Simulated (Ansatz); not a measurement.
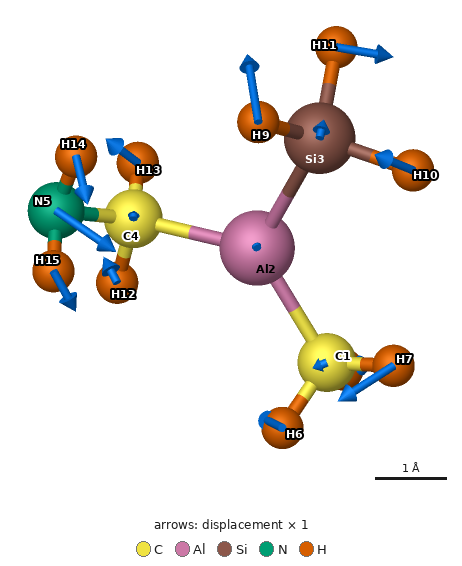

A relaxation of C2H10AlNSi (coarse preliminary run). The starting structure is drawn; blue arrows show the displacements, at their true length. The two geometries are superimposed by the best rigid fit.

A ball-and-stick model, seen at a tilt.

The start comes from a force field.

Theory: RKS PBE-D4/def2-SVP in Ansatz 0.2.0.

Input
```yaml
crystal:
  periodic: [false, false, false]
  atoms:
    - {symbol: C, position_ang: [-1.697000, 0.402700, 1.500900]}
    - {symbol: Al, position_ang: [-0.168900, -0.042300, 0.382100]}
    - {symbol: Si, position_ang: [1.889800, 0.976400, 0.779400]}
    - {symbol: C, position_ang: [-0.275600, -1.371000, -1.101500]}
    - {symbol: N, position_ang: [0.000500, -0.822100, -2.413900]}
    - {symbol: H, position_ang: [-2.536600, 0.884900, 0.834200]}
    - {symbol: H, position_ang: [-1.420700, 1.204700, 2.249300]}
    - {symbol: H, position_ang: [-2.092100, -0.441100, 1.993900]}
    - {symbol: H, position_ang: [2.361200, 1.711400, -0.371000]}
    - {symbol: H, position_ang: [1.796300, 1.920500, 1.936500]}
    - {symbol: H, position_ang: [2.900000, -0.060500, 1.151900]}
    - {symbol: H, position_ang: [-1.380000, -1.735200, -1.104200]}
    - {symbol: H, position_ang: [0.267100, -2.216600, -0.895800]}
    - {symbol: H, position_ang: [0.957800, -0.453800, -2.337200]}
    - {symbol: H, position_ang: [-0.623700, -0.008700, -2.575200]}
basis:
  gaussian: {orbitals: def2-SVP}
hamiltonian: {xc: pbe, dispersion: d4}
relax: {f_tol: 0.03, max_steps: 200}
```

Command:
```bash
ansatz run in.yaml --threads 4 --pin off --events-out ev --progress --plain --max-ram 10444MiB
```

> Describe the change and its energy.

The largest move after the best rigid fit is that of H9, 1.25 Å. Largest moves by element: H 1.25 Å, N 1.10 Å, Si 0.31 Å, C 0.22 Å, Al 0.09 Å. Among the contacts that change: Al2–N5 2.908 → 2.051 Å, Al2–Si3 2.331 → 2.457 Å, C4–H13 1.026 → 1.105 Å, C4–N5 1.449 → 1.526 Å. Among the angles between lasting bonds that change: Al2–C4–N5 114.3° → 70.3°, Al2–C4–H12 105.1° → 120.5°, Al2–C4–H13 111.8° → 125.1°. Groups turn about C1–Al2 by about 45°, Al2–Si3 by about 35°. After 26 accepted moves (29 points after the start) the energy has fallen by 1.203 eV. Largest force component: 4.1 eV/Å at the start, 0.023 eV/Å at the end. The line search rejected the trial steps at points 16, 25, 27 of the run. The forces were under the threshold at step 23, but the run went on from there.
